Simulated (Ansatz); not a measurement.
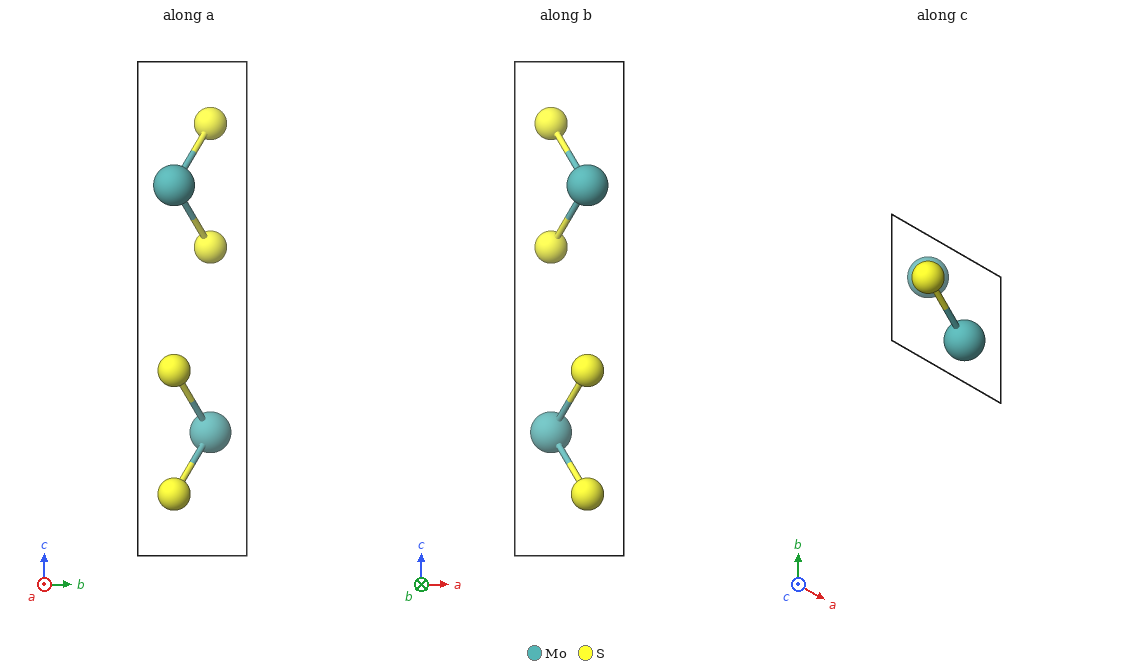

The figure gives a ball-and-stick picture of the atoms, viewed along the a axis, along the b axis and along the c axis. The conventional unit cell is drawn as a box.

Lattice parameters: a = 3.173 Å, b = 3.173 Å, c = 12.436 Å, α = 90.00°, β = 90.00°, γ = 120.00°. Put a along x and b in the xy plane.

### Record the structure as a POSCAR file.

```
Mo S
1.0
     3.173    0.000    0.000
    -1.587    2.748    0.000
     0.000    0.000   12.436
Mo S
2 4
Direct
  0.3333 0.6667 0.2500
  0.6667 0.3333 0.7500
  0.6667 0.3333 0.3751
  0.6667 0.3333 0.1249
  0.3333 0.6667 0.8751
  0.3333 0.6667 0.6249
```

Origin of the cell: a structure type filled with these elements by a generator (whether the compound takes this form wasn't checked). The geometry was optimised with DFT, r2SCAN+rVV10, plane waves, PAW in Ansatz 0.2.0.
